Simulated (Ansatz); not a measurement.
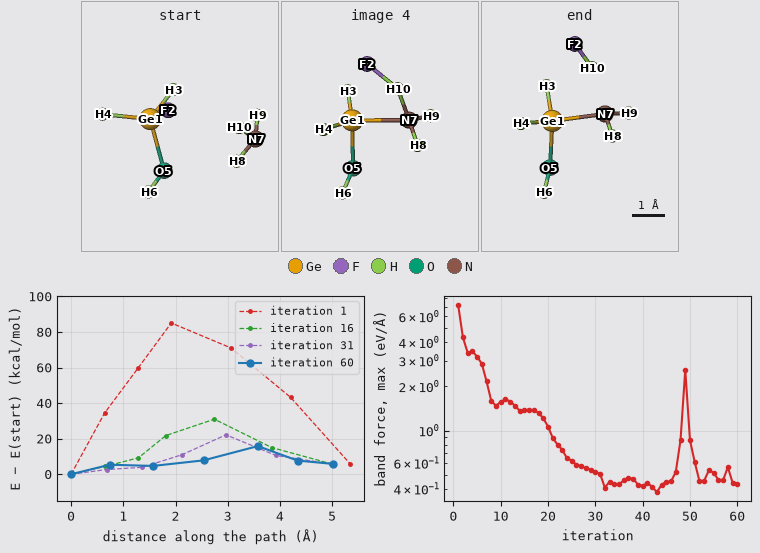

A search for the minimum-energy path of GeNH₆OF, made up at the start of GeH₃OF and NH₃ by the nudged elastic band. Images are numbered from 0 (start) to 6 (end). The plot follows the band through its iterations. A ball-and-stick model, seen face on.

All numbers below come from RKS PBE0/def2-SVP in Ansatz. Run with 5 movable images; climbing image; force threshold 0.05 eV/Å; iteration limit 60; optimiser FIRE; starting path through a guess of the saddle point.

Judge this run.

Answer. The result isn't final. The band hadn't converged when the run stopped after 60 iterations. The largest component of the band force went from 7.2 to 0.43 eV/Å. The barrier read from it is provisional, though the highest image hardly moved in the last two iterations. The first iteration put the highest image at 85.1 kcal/mol. The energy climbs by 15.8 kcal/mol to image 4 and then falls by 10.0 kcal/mol, so the end point sits at +5.8 kcal/mol. The profile has 2 maxima (images 1, 4) with a dip at image 2 (+4.7 kcal/mol), which on an unconverged band is provisional.

Limits of the set-up: the start holds two separate molecules, 2.4 Å apart at their closest, whose relative position is a soft coordinate and is computed without a dispersion correction.

The run took 12 min on 2 threads of Arm Neoverse V2, with other jobs on the host, peak memory 0.26 GiB.
